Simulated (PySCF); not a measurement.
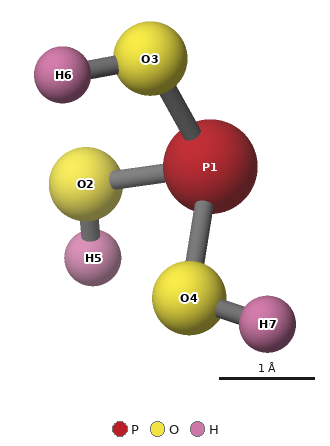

Fig. 1: The structure as given in the input (ball-and-stick view, seen at a tilt; atoms are numbered from 1 in the order of the input).

# Frequency calculation, with input and output: PH3O3

- system: PH3O3
- method: RKS-based PBE0, P def2-TZVP, O def2-TZVP, H def2-TZVP; non-relativistic Hamiltonian; density fitting (PySCF 2.14.0)

**The program's output**
```
init E= -568.65418325067
  HOMO = -0.265808465214256  LUMO = 0.0244784283273511  gap/eV = 7.89911
cycle= 1 E= -568.654183250667  delta_E= 2.96e-12  |g|= 3.76e-06  |ddm|= 2.98e-06
  HOMO = -0.265808559606292  LUMO = 0.0244784295774567  gap/eV = 7.89911
Extra cycle  E= -568.654183250664  delta_E= 2.73e-12  |g|= 6.22e-06  |ddm|= 4.83e-06
converged SCF energy = -568.654183250664
```

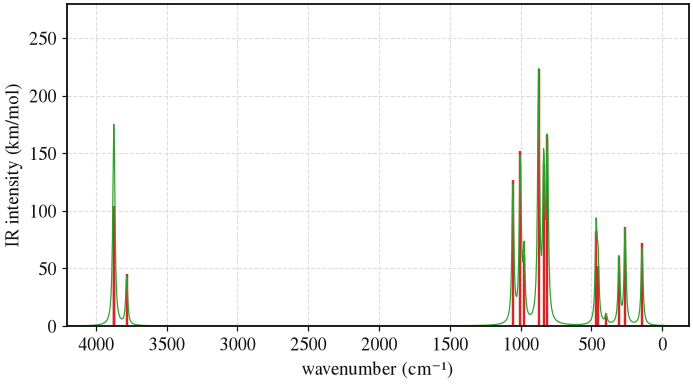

Fig. 2: Harmonic infrared spectrum, unscaled: sticks (degenerate modes added up, dark ones marked on the axis) with a Lorentzian envelope of 16 cm⁻¹ full width, scaled to the tallest stick. 15 modes from 143 to 3874 cm⁻¹, none imaginary. The strongest line is at 874 cm⁻¹ (223 km/mol). All modes, in cm⁻¹ (km/mol): 143 (72), 263 (86), 305 (60), 397 (8.5), 454 (52), 467 (83), 812 (166), 837 (141), 874 (223), 976 (61), 1003 (152), 1055 (126), 3781 (45), 3869 (104), 3874 (92).

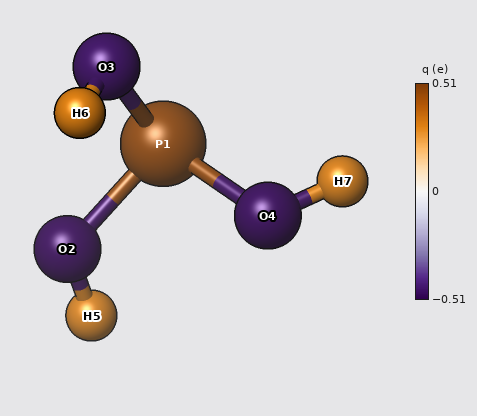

Fig. 3: Mulliken charges, as the colour of each atom (ball-and-stick view, seen at a tilt; atoms are numbered from 1 in the order of the input; Mulliken charges depend strongly on the basis). By element: P +0.48, O −0.49 to −0.46 and H +0.31 to +0.32 e.

The run was set up as follows.

**The input**
```python
from pyscf import gto, scf, dft
mol = gto.M(atom='''
P     -0.019419     0.490376    -0.049440
O      0.220547    -0.237605     1.394458
O      1.204270    -0.221047    -0.816549
O     -1.322601    -0.413867    -0.485378
H     -0.513672    -0.096683     1.999557
H      1.291028    -1.158981    -0.596962
H     -1.839371     0.039840    -1.158135''',
    basis={'P': 'def2-TZVP', 'O': 'def2-TZVP', 'H': 'def2-TZVP'},
    charge=0, spin=0)
mf = dft.RKS(mol, xc='PBE0')
mf.grids.atom_grid = (75, 302)
aux = {'P': 'def2-universal-JKFIT', 'O': 'def2-universal-JKFIT', 'H': 'def2-universal-JKFIT'}
mf = mf.density_fit(auxbasis=aux)
mf.conv_tol = 1e-09
mf.diis_space = 10
mf.max_cycle = 60
mf.verbose = 4
mf.kernel()
```

The script is an equivalent of the set-up of the self-consistent field. The run itself was carried out by a driver, which started from the orbitals of the step before it where there was one and computed the further properties.

Run as:
```bash
OMP_NUM_THREADS=4 python axn.py task.json out
```

**Summary**

| quantity | value |
| --- | --- |
| outcome | converged |
| total energy | −568.654183 hartree |
| HOMO | −7.23 eV |
| LUMO | 0.67 eV |
| zero-point energy | 0.043533 hartree |
| dipole moment | 1.89 D |
| wavenumbers, lowest and highest | 143 and 3874 cm⁻¹ |
| hardware | 4 threads of Arm Neoverse V1, 24 GiB of memory available, shared host |
| wall time | 3 min (CPU time 8.6 min) |
| peak memory | 2.2 GiB |
